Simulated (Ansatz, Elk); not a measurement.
# Bonding as seen by X-rays: CdNi2P2

The structure of CdNi2P2 used here is made up (a known structure type with other elements) and was relaxed beforehand with PBE. The aim is the Fourier transform of its all-electron density, F(hkl), set beside the sum over free spherical atoms that refinements use.

Program: Elk 11.2.3 (patched build). Level of theory: DFT, PBE, all-electron APW+lo, Dirac cores, scalar-relativistic bands, static density, no spin. Results are calculated unless marked as measured.

The structure was built from a prototype and need not be the compound's stable phase.

## (1) Set-up

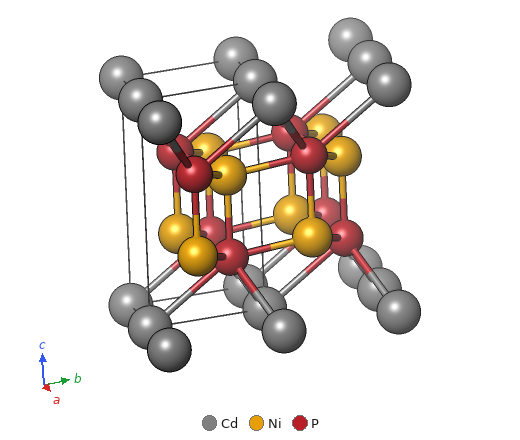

The starting structure, seen slightly off an axis (cadmium grey, nickel orange, phosphorus red). 2×2×1 cells are drawn. Bonds to atoms that aren't drawn are left out. Some periodic images of atoms are drawn too.

## (2) Ground state and structure factors

An all-electron density is needed, since X-rays see the cores too. Task 0 finds the density and task 195 Fourier-transforms it; tshift is off so that phases refer to the origin typed.

The input, elk.in:

```
tasks
  0
  195

xctype
  20

spinpol
  .false.

rgkmax
  7.0

gmaxvr
  14.0

lmaxo
  7

lmaxapw
  8

swidth
  0.002

tshift
  .false.

ramdisk
  .false.

hmaxvr
  5.5

maxscl
  120

epspot
  1e-06

sppath
  './'

avec
  7.26605181533 -0.00000000000 0.00000000000
  -3.63302590766 6.29258545729 -0.00000000000
  0.00000000000 0.00000000000 11.55641304022

atoms
  3
  'Cd.in'
  1
  0.0000000000 -0.0000000000 -0.0000000000   0.000000 0.000000 0.000000
  'Ni.in'
  2
  0.3333333333 0.6666666667 0.6472803249   0.000000 0.000000 0.000000
  0.6666666667 0.3333333333 0.3527196751   0.000000 0.000000 0.000000
  'P.in'
  2
  0.3333333333 0.6666666667 0.2877019201   0.000000 0.000000 0.000000
  0.6666666667 0.3333333333 0.7122980799   0.000000 0.000000 0.000000

ngridk
  7 7 4
```

Command:

```bash
> OMP_NUM_THREADS=4 elk
```

Numbers of over 12 decimals in the logs are rounded to 6 here.

What it wrote:

```text
┌─────────────────────────┐
│ Elk code version 11.2.3 │
└─────────────────────────┘

All units are atomic (Hartree, Bohr, etc.)

┌─────────────────────────────────────────────────┐
│ Ground-state run starting from atomic densities │
└─────────────────────────────────────────────────┘

Lattice vectors :
   7.266051815      -0.000000000       0.000000000
  -3.633025908       6.292585457      -0.000000000
   0.000000000       0.000000000       11.55641304

Reciprocal lattice vectors :
  0.8647316957      0.4992530773      -0.000000000
   0.000000000      0.9985061546      -0.000000000
   0.000000000       0.000000000      0.5436968448

Unit cell volume      :    528.3852291
Brillouin zone volume :   0.4694495603

Muffin-tin inner radius fraction :   0.1000000000E-01

Nuclei treated as point charges

Species : 1 (Cd)
 parameters loaded from : Cd.in
 name : cadmium
 nuclear charge    :   -48.00000000
 electronic charge :    48.00000000
 atomic mass :    204912.7176
 muffin-tin radius :    2.600000000
 number of radial points in muffin-tin :   1193
 inner part over the whole radius :   0.9972693929E-02
 number on inner part of muffin-tin    :    850
 approximate nuclear radius :   0.8708852602E-04
 number of mesh points to nuclear radius :    426
 atomic positions (lattice), magnetic fields (Cartesian) :
  1 :   0.00000000  0.00000000  0.00000000    0.00000000  0.00000000  0.00000000

Species : 2 (Ni)
 parameters loaded from : Ni.in
 name : nickel
 nuclear charge    :   -28.00000000
 electronic charge :    28.00000000
 atomic mass :    106991.5231
 muffin-tin radius :    2.141966904
 number of radial points in muffin-tin :    993
 inner part over the whole radius :   0.9965508727E-02
 number on inner part of muffin-tin    :    699
 approximate nuclear radius :   0.7325707712E-04
 number of mesh points to nuclear radius :    337
 atomic positions (lattice), magnetic fields (Cartesian) :
  1 :   0.33333333 -0.33333333 -0.35271968    0.00000000  0.00000000  0.00000000
  2 :  -0.33333333  0.33333333  0.35271968    0.00000000  0.00000000  0.00000000

Species : 3 (P)
 parameters loaded from : P.in
 name : phosphorus
 nuclear charge    :   -15.00000000
 electronic charge :    15.00000000
 atomic mass :    56461.71230
 muffin-tin radius :    1.963469662
 number of radial points in muffin-tin :    793
 inner part over the whole radius :   0.9948107324E-02
 number on inner part of muffin-tin    :    552
 approximate nuclear radius :   0.6081821256E-04
 number of mesh points to nuclear radius :    250
 atomic positions (lattice), magnetic fields (Cartesian) :
  1 :   0.33333333 -0.33333333  0.28770192    0.00000000  0.00000000  0.00000000
  2 :  -0.33333333  0.33333333 -0.28770192    0.00000000  0.00000000  0.00000000

Total number of atoms per unit cell :    5
Total muffin-tin volume :    219.3668235
 ratio of muffin-tin to unit cell volume :   0.4151645645

Spin treatment :
 spin-unpolarised

Number of Bravais lattice symmetries :   24
Number of crystal symmetries         :   12
Crystal has inversion symmetry
Real symmetric eigensolver will be used

k-point grid :      7     7     4
k-point offset :    0.000000000       0.000000000       0.000000000
k-point set is reduced with full crystal symmetry group
Total number of k-points :       28

Muffin-tin radius times maximum |G+k| :    7.000000000
 using average radius
Maximum |G+k| for APW functions       :    3.237481337
Maximum (1/2)|G+k|²                   :    5.240642703
Maximum |G| for potential and density :    14.00000000
Constant for pseudocharge density :    9
 order of it for each species :   16  16  16
 order of it for pair densities of each species (exact exchange by exxq0 0: 17) :   14   9   7
Radial integration step length :    1

G-vector grid sizes :     35    35    54
Number of G-vectors :    24435

Maximum angular momentum used for
 APW functions            :    8
 outer part of muffin-tin :    7
 inner part of muffin-tin :    2

Total nuclear charge    :   -134.0000000
[...]
Density of states at Fermi energy :    61.42774887
 (states/Hartree/unit cell)

Estimated indirect band gap :   0.2614786405E-02
 from k-point 19 to k-point 17
Estimated direct band gap   :   0.7419215758E-02
 at k-point 7

Charges :
 core                        :    74.00000000
 valence                     :    60.00000000
 interstitial                :    7.996615916
 muffin-tins (core leakage)
  species : 1 (Cd)
   atom 1                    :    46.09772609     (  0.2551809328E-03)
  species : 2 (Ni)
[...]
species : 3 (P)
[...]
total in muffin-tins        :    126.0033841
 total calculated charge     :    133.9948602
 total charge                :    134.0000000
 error                       :   0.5139802987E-02

RMS change in Kohn-Sham potential (target) :   0.5058864201     (  0.1000000000E-05)
Absolute change in total energy (target)   :   0.3983214405E-01 (  0.1000000000E-03)

[... loops 3 to 17 left out ...]

┌──────────────────┐
│ Loop number : 18 │
└──────────────────┘

Energies :
 Fermi                       :     0.271915
 sum of occupied eigenvalues :     -5482.4352758642
 electron kinetic            :      9643.9467239146
 core electron kinetic       :      9123.7977848426
 Coulomb                     :     -18637.401329426
 Coulomb potential           :     -14699.129996468
 nuclear-nuclear             :     -1197.6040944087
 electron-nuclear            :     -20211.043424395
 Hartree                     :      2771.2461893775
 Madelung                    :     -11287.836331192
 xc potential                :     -427.25200331087
 exchange                    :     -321.98696802960
 correlation                 :     -6.463064
 electron entropic           :    -0.10736223048678E-02
 total energy                :     -9321.9057111317

Density of states at Fermi energy :    83.44874895
 (states/Hartree/unit cell)

Estimated indirect band gap :   0.7490266380E-03
 from k-point 10 to k-point 22
Estimated direct band gap   :   0.1082609520E-01
 at k-point 25

Charges :
 core                        :    74.00000000
 valence                     :    60.00000000
 interstitial                :    8.486355389
 muffin-tins (core leakage)
  species : 1 (Cd)
[...]
species : 2 (Ni)
[...]
species : 3 (P)
[...]
total in muffin-tins        :    125.5136446
 total calculated charge     :    133.9949096
 total charge                :    134.0000000
 error                       :   0.5090431747E-02

RMS change in Kohn-Sham potential (target) :   0.1817581541E-06 (  0.1000000000E-05)
Absolute change in total energy (target)   :   0.5253994823E-04 (  0.1000000000E-03)

Convergence targets achieved

┌──────────────────┐
│ Loop number : 19 │
└──────────────────┘

Energies :
 Fermi                       :     0.271915
 sum of occupied eigenvalues :     -5482.4352544872
 electron kinetic            :      9643.9467423164
 core electron kinetic       :      9123.7977963745
 Coulomb                     :     -18637.401329097
 Coulomb potential           :     -14699.130000397
 nuclear-nuclear             :     -1197.6040944087
 electron-nuclear            :     -20211.043418892
 Hartree                     :      2771.2461842030
 Madelung                    :     -11287.836328899
 xc potential                :     -427.25199640641
 exchange                    :     -321.98696773131
 correlation                 :     -6.463064
 electron entropic           :    -0.10736225346658E-02
 total energy                :     -9321.9056920908

Density of states at Fermi energy :    83.44877161
 (states/Hartree/unit cell)

Estimated indirect band gap :   0.7490234873E-03
 from k-point 10 to k-point 22
Estimated direct band gap   :   0.1082608019E-01
 at k-point 25

Charges :
 core                        :    74.00000000
 valence                     :    60.00000000
 interstitial                :    8.486355329
 muffin-tins (core leakage)
  species : 1 (Cd)
[...]
species : 2 (Ni)
[...]
atom 2                    :    26.79637367     (  0.1100759909E-02)
  species : 3 (P)
   atom 1                    :    12.66439197     (  0.1239759598E-02)
   atom 2                    :    12.66439197     (  0.1239759598E-02)
 total in muffin-tins        :    125.5136447
 total calculated charge     :    133.9949096
 total charge                :    134.0000000
 error                       :   0.5090432076E-02

┌──────────────────────────────┐
│ Self-consistent loop stopped │
└──────────────────────────────┘

Warning : core states of species 1 leak from the muffin-tin :   0.2419559948E-03

Warning : core states of species 2 leak from the muffin-tin :   0.1100759909E-02

Warning : core states of species 3 leak from the muffin-tin :   0.1239759598E-02

Wrote STATE.OUT
```

Run time: 23 s. Hardware: 4 threads of AMD EPYC 9B14 (Zen 4), shared host; peak memory 0.19 GiB.

SFACRHO.OUT:

```text

h k l indices transformed by vhmat matrix:
   1.000000000       0.000000000       0.000000000    
   0.000000000       1.000000000       0.000000000    
   0.000000000       0.000000000       1.000000000    

      h      k      l  multipl.   |H|            Re(F)            Im(F)           |F|

      0      0      0      1   0.0000000       134.00000      0.84004253E-16   134.00000    
      0      0      1      2  0.54369684       7.1656844      -0.0000000       7.1656844    
      1     -1      0      6  0.99850615       5.8853590      -0.0000000       5.8853590    
      0      0      2      2   1.0873937       7.6790801     -0.82494204E-14   7.6790801    
      0      1     -1      6   1.1369348       70.769739     -0.54996136E-14   70.769739    
     -1      1     -1      6   1.1369348       43.695249     -0.87077215E-14   43.695249    
      0     -1     -2      6   1.4762925       79.962148      0.18332045E-13   79.962148    
      0     -1      2      6   1.4762925       24.473667      0.91660226E-14   24.473667    
      0      0     -3      2   1.6310905       86.678777     -0.10999227E-13   86.678777    
      2     -1      0      6   1.7294634       93.464967     -0.36030138E-16   93.464967    
      1     -2      1     12   1.8129120       6.9530598     -0.18332045E-14   6.9530598    
     -1      0     -3      6   1.9124515       33.621679     -0.45830113E-14   33.621679    
      1     -1      3      6   1.9124515      -12.801248     -0.15353088E-13   12.801248    
     -2      2      0      6   1.9970123       6.3242093      -0.0000000       6.3242093    
     -2      1     -2     12   2.0429069       7.7648581      -0.0000000       7.7648581    
     -2      0     -1      6   2.0697015       34.515075     -0.36664090E-14   34.515075    
     -2      0      1      6   2.0697015       56.552833      0.91660226E-14   56.552833    
      0      0      4      2   2.1747874       11.552066      0.82494204E-14   11.552066
```

Elk indexes on the primitive cell of elk.in and gives |H| = 4π sin θ/λ in inverse bohr. Below, one row stands for each form hkl of the conventional cell (m members, Friedel mates merged), F is for one primitive cell and the density is static (no thermal factor). Free-atom factors are Waasmaier and Kirfel's, and R is Σm||F|−|F'||/Σm|F|.

| hkl | m | sin θ/λ (Å⁻¹) | abs F, DFT | neutral atoms | diff. |
| --- | --- | --- | --- | --- | --- |
| 001 | 2 | 0.082 | 7.166 | 7.510 | -0.345 |
| 100 | 6 | 0.150 | 5.885 | 6.331 | -0.445 |
| 002 | 2 | 0.164 | 7.679 | 8.129 | -0.450 |
| 101 | 6 | 0.171 | 70.770 | 70.710 | +0.059 |
| 011 | 6 | 0.171 | 43.695 | 43.717 | -0.022 |
| 012 | 6 | 0.222 | 79.962 | 80.093 | -0.131 |
| 102 | 6 | 0.222 | 24.474 | 24.512 | -0.038 |
| 003 | 2 | 0.245 | 86.679 | 86.969 | -0.290 |
| 110 | 6 | 0.260 | 93.465 | 93.875 | -0.410 |
| 111 | 12 | 0.273 | 6.953 | 6.912 | +0.041 |
| 103 | 6 | 0.288 | 33.622 | 33.679 | -0.057 |
| 013 | 6 | 0.288 | 12.801 | 12.990 | -0.189 |
| 200 | 6 | 0.300 | 6.324 | 5.950 | +0.374 |
| 112 | 12 | 0.307 | 7.765 | 7.527 | +0.238 |

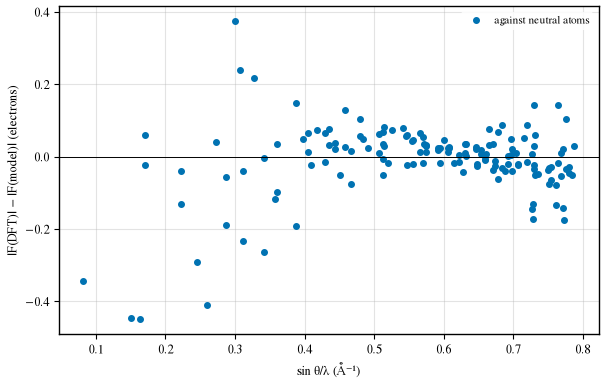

Difference between the calculated structure factors and the independent-atom ones.

## (3) The highest occupied states alone

An energy window below the Fermi level keeps the highest occupied states, to see at which angles they scatter; shallow core shells can lie inside it and anion s states outside. No new self-consistency is needed.

Changes to elk.in since step 2:

```diff
@@ -1,3 +1,2 @@
 tasks
-  0
   195
@@ -40,2 +39,5 @@
 
+wsfac
+  -0.169080 0.571910
+
 sppath
```

Command:

```bash
> OMP_NUM_THREADS=4 elk
```

What it wrote:

```text
┌─────────────────────────────────┐
│ Elk code version 11.2.3 started │
└─────────────────────────────────┘

Info(readinput): the functional depends on the density's gradient
 muffin-tin radial points multiplied by    2.00000
 (not where nrmtscf is given)

┌────────────────────┐
│ Current task : 195 │
└────────────────────┘
Info(checkmt): changed muffin-tin radius of species 2 (Ni) from   2.4000 to   2.1420
Info(checkmt): changed muffin-tin radius of species 3 (P) from   2.2000 to   1.9635

Info(sfacrho): density structure factors written to SFACRHO.OUT

 Energy window :  -0.1690800000      0.5719100000

┌──────────────────┐
│ Elk code stopped │
└──────────────────┘
```

Run time: 6.2 s. Hardware: 4 threads; peak memory 0.16 GiB.

States within 12 eV below the Fermi level hold 41.29 electrons; any levels below the window count with the cores, and a count that is not whole means the window cuts a band. Their amplitudes can exceed the total, where window and core parts have opposite phase:

| hkl | sin θ/λ (Å⁻¹) | abs F, window | abs F, all |
| --- | --- | --- | --- |
| 001 | 0.082 | 2.182 | 7.166 |
| 100 | 0.150 | 1.660 | 5.885 |
| 002 | 0.164 | 0.090 | 7.679 |
| 101 | 0.171 | 17.462 | 70.770 |
| 011 | 0.171 | 4.542 | 43.695 |
| 012 | 0.222 | 15.388 | 79.962 |
| 102 | 0.222 | 1.331 | 24.474 |
| 003 | 0.245 | 13.713 | 86.679 |
| 110 | 0.260 | 13.332 | 93.465 |
| 111 | 0.273 | 1.766 | 6.953 |

## (4) Another functional

The difference from free atoms is small, so it is set against the change that PBEsol makes.

Changes to elk.in since step 3:

```diff
@@ -1,2 +1,3 @@
 tasks
+  0
   195
@@ -4,3 +5,3 @@
 xctype
-  20
+  22
 
@@ -39,5 +40,2 @@
 
-wsfac
-  -0.169080 0.571910
-
 sppath
```

Command:

```bash
> OMP_NUM_THREADS=4 elk
```

What it wrote:

```text
┌─────────────────────────┐
│ Elk code version 11.2.3 │
└─────────────────────────┘

All units are atomic (Hartree, Bohr, etc.)

┌─────────────────────────────────────────────────┐
│ Ground-state run starting from atomic densities │
└─────────────────────────────────────────────────┘

Lattice vectors :
   7.266051815      -0.000000000       0.000000000
  -3.633025908       6.292585457      -0.000000000
   0.000000000       0.000000000       11.55641304

Reciprocal lattice vectors :
  0.8647316957      0.4992530773      -0.000000000
[...]
atom 2                    :    12.65057423     (  0.1250198918E-02)
 total in muffin-tins        :    125.4954919
 total calculated charge     :    133.9948351
 total charge                :    134.0000000
 error                       :   0.5164873460E-02

┌──────────────────────────────┐
│ Self-consistent loop stopped │
└──────────────────────────────┘

Warning : core states of species 1 leak from the muffin-tin :   0.2447952254E-03

Warning : core states of species 2 leak from the muffin-tin :   0.1121940792E-02

Warning : core states of species 3 leak from the muffin-tin :   0.1250198918E-02

Wrote STATE.OUT
[key lines of the parts left out:]
total energy                :     -9315.6180837939
```

Wall time 23 s (4 threads); peak memory 0.19 GiB.

Against the first run R = 0.03 %; the largest change is -0.032 at 012.

## (5) Basis size

The basis and the expansions that go with it are enlarged, to see whether the differences are converged.

Changes to elk.in since step 4:

```diff
@@ -5,3 +5,3 @@
 xctype
-  22
+  20
 
@@ -11,12 +11,12 @@
 rgkmax
-  7.0
+  8.5
 
 gmaxvr
-  14.0
+  18.0
 
 lmaxo
-  7
+  9
 
 lmaxapw
-  8
+  10
```

Command:

```bash
> OMP_NUM_THREADS=4 elk
```

What it wrote:

```text
┌─────────────────────────┐
│ Elk code version 11.2.3 │
└─────────────────────────┘

All units are atomic (Hartree, Bohr, etc.)

┌─────────────────────────────────────────────────┐
│ Ground-state run starting from atomic densities │
└─────────────────────────────────────────────────┘

Lattice vectors :
   7.266051815      -0.000000000       0.000000000
  -3.633025908       6.292585457      -0.000000000
   0.000000000       0.000000000       11.55641304

Reciprocal lattice vectors :
  0.8647316957      0.4992530773      -0.000000000
[...]
atom 2                    :    12.66739752     (  0.1240463071E-02)
 total in muffin-tins        :    125.5491925
 total calculated charge     :    133.9950778
 total charge                :    134.0000000
 error                       :   0.4922159120E-02

┌──────────────────────────────┐
│ Self-consistent loop stopped │
└──────────────────────────────┘

Warning : core states of species 1 leak from the muffin-tin :   0.2419883576E-03

Warning : core states of species 2 leak from the muffin-tin :   0.1102393831E-02

Warning : core states of species 3 leak from the muffin-tin :   0.1240463071E-02

Wrote STATE.OUT
[key lines of the parts left out:]
total energy                :     -9321.9300921977
```

Elapsed: 48 s, on 4 threads; peak memory 0.35 GiB.

Against the first run R = 0.01 %; the largest change is -0.013 at 303.

## (6) Settings against the effect

| run | R against the first run (%) | R against neutral atoms, low angle (%) | wall time |
| --- | --- | --- | --- |
| PBE, rgkmax 7 | 0.00 | 0.44 | 23 s |
| PBEsol | 0.03 | 0.46 | 23 s |
| rgkmax 8.5 with larger expansions | 0.01 | 0.43 | 48 s |

## (7) Results

* R against neutral atoms, sin θ/λ < 0.3 Å⁻¹: 0.44 %
* R against neutral atoms, 0.3 to 0.79 Å⁻¹: 0.22 %

In words: Independent neutral atoms miss the calculated amplitudes by R = 0.44 % below 0.3 Å⁻¹ and 0.22 % from there to 0.79 Å⁻¹; by shells, 4.81 % below 0.15 Å⁻¹ (1 form), 0.41 % 0.15 to 0.3 (11 forms), 0.31 % 0.3 to 0.45 (23 forms), 0.20 % above 0.45 (114 forms). Bonding, aspherical density and the tables' own atoms all enter these figures, and the runs don't part them. The largest change of an amplitude is -0.45 electrons, at 002. The window's part falls from 41.3 electrons at the origin to at most 4.52 between 0.45 and 0.79 Å⁻¹, where compact states inside the window still scatter. Below 0.3 Å⁻¹ the changes that finished (PBEsol and rgkmax 8.5 with larger expansions) move F by R = 0.04 % at most, against the 0.44 % that separates it from free atoms. The k-mesh has no finished test. These runs have no spin, though d or f shells may be open. Part of the difference isn't bonding: the tables are fits to free atoms and ions calculated by other methods than this functional. Thermal motion, anomalous dispersion and extinction are left out.

[Logs are printed without paths, hosts, clocks, repeated set-up lines and the standing remarks that a program may print on its own settings, such as how far it seeks lower states.]

[Hosts, paths, dates, database ids (printed as entryN), source tags and the programs' standing remarks are cut or masked in the printed files.]
